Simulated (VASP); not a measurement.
Band structure of NbN (rock salt). Computed with PBE GGA with D4 dispersion, VASP's PBE PAW potentials (set 64) (plane waves; VASP).

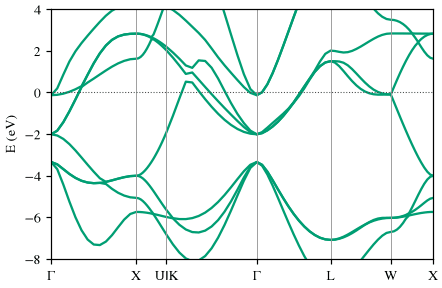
Bands along high-symmetry lines, zero at the valence-band maximum or, without a gap, the Fermi level

Q: Read the plot: is there a gap, and where are the band edges?

A: It has no gap at this level: it comes out as a metal or semimetal. (Edges off the drawn lines would not show.)

The compound is NbN in the rock salt structure, the cubic δ form, which competes with hexagonal ones. It was relaxed first.
